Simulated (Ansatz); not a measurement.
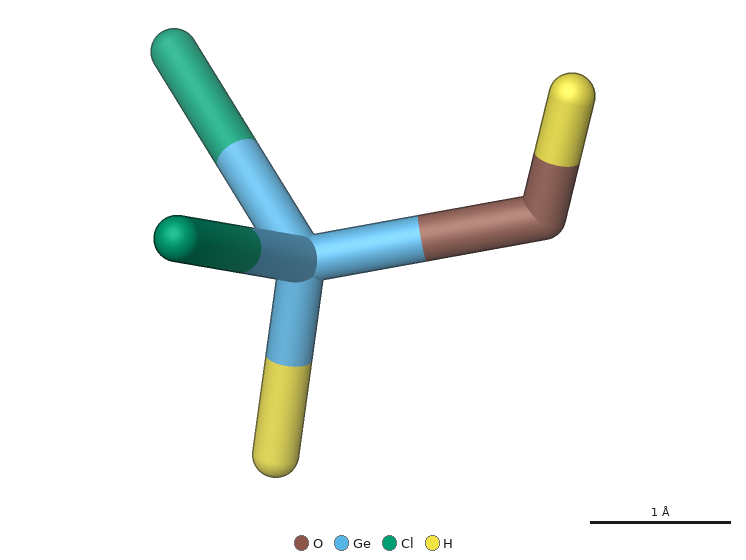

Rendered structure (stick style).

Computed geometry: PBE0-D4/def2-TZVP optimisation.

Count the atoms of each element.

Cl₂GeH₂O, 6 atoms: 2 chlorine, 1 germanium, 2 hydrogen and 1 oxygen.

How many bonds of each kind are drawn?

2 Cl–Ge, 1 Ge–O, 1 O–H, 1 Ge–H.

What is its SMILES?

[OH][GeH]([Cl])[Cl]

What is the point group of this geometry?

Cs.

How many atoms are distinct by symmetry?

5: 1 O, 1 Ge, 2 Cl, 1 H, 1 H.

The parts below concern this one geometry. Atoms keep their numbers from picture to picture.

## Electronic properties

Properties computed with RKS ωB97M-V/def2-TZVPP (Ansatz 0.2.0).

Computed properties:

- dipole moment: 0.58 D
- HOMO energy (Kohn–Sham orbital): −11.51 eV
- LUMO energy (Kohn–Sham orbital): 1.24 eV
- HOMO–LUMO gap: 12.75 eV
- vertical ionisation energy: 11.77 eV

## Charges

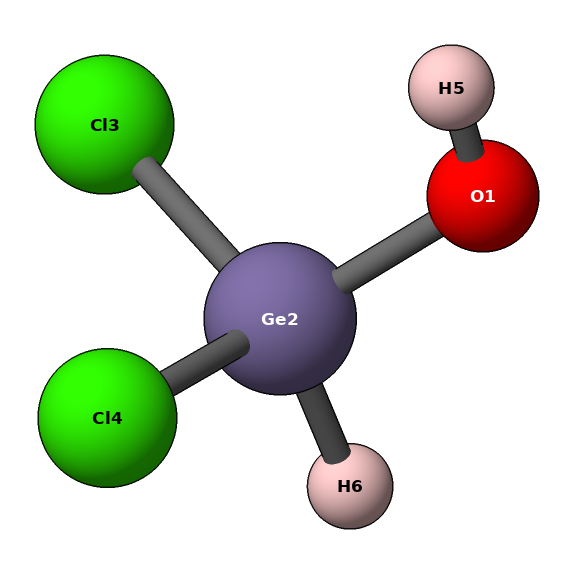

The questions are on Mulliken charges. Method: RKS r2SCAN-D4/def2-TZVPP (Ansatz 0.2.0).

Which atom carries the highest charge (most positive or least negative)?

Ge2 (0.74 e).

And the lowest?

O1 (−0.41 e).

Give the Mulliken charges atom by atom.

| atom | value (e) |
| --- | --- |
| O1 | −0.41 |
| Ge2 | 0.74 |
| Cl3 | −0.29 |
| Cl4 | −0.29 |
| H5 | 0.20 |
| H6 | 0.04 |

## Vibrations

Harmonic vibrations computed with RKS PBE0-D4/def2-TZVP (Ansatz 0.2.0) at a stationary point of the same level.

List the wavenumbers.

12 modes: 149, 153, 213, 252, 426, 441, 699, 709, 750, 942, 2239, 3882 cm⁻¹.

## Thermal motion

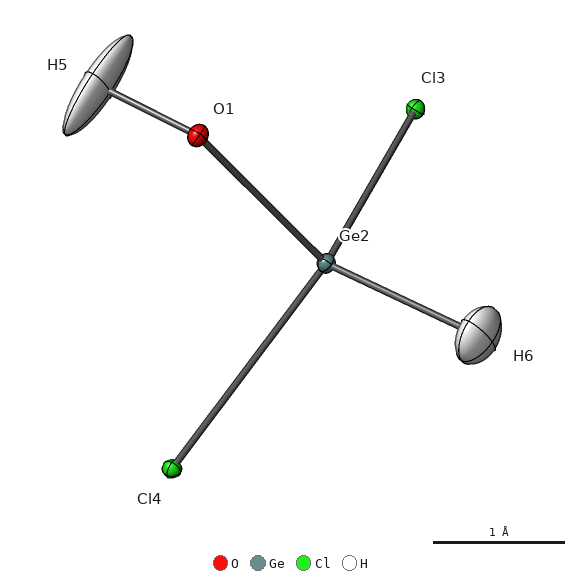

Displacement ellipsoids at the 50 % level, from the internal vibrations of the free molecule (harmonic, no overall translation or rotation; no half-axis is drawn under 0.075 Å). Vibrations computed with RKS PBE0-D4/def2-TZVP (Ansatz 0.2.0). Temperature: 0 K (zero-point motion alone).

Which atom has the largest mean-square displacement?

H5, with U_eq = 0.0392 Å².

Does H5 move more along its bond or across it?

Across it: the root-mean-square amplitude is 0.074 Å along the bond and up to 0.300 Å across, since bending and torsion are softer than stretching.

Give the displacement parameters, one line for each set of equivalent atoms.

| atom | U_eq (Å²) | rms amplitudes (Å) |
| --- | --- | --- |
| O1 | 0.0023 | 0.032, 0.048, 0.059 |
| Ge2 | 0.00038 | 0.018, 0.018, 0.023 |
| Cl3, Cl4 | 0.00085 | 0.017, 0.029, 0.037 |
| H5 | 0.0392 | 0.072, 0.149, 0.300 |
| H6 | 0.0183 | 0.088, 0.152, 0.155 |

Mulliken values depend strongly on the basis set and can even reverse the polarity of a bond.
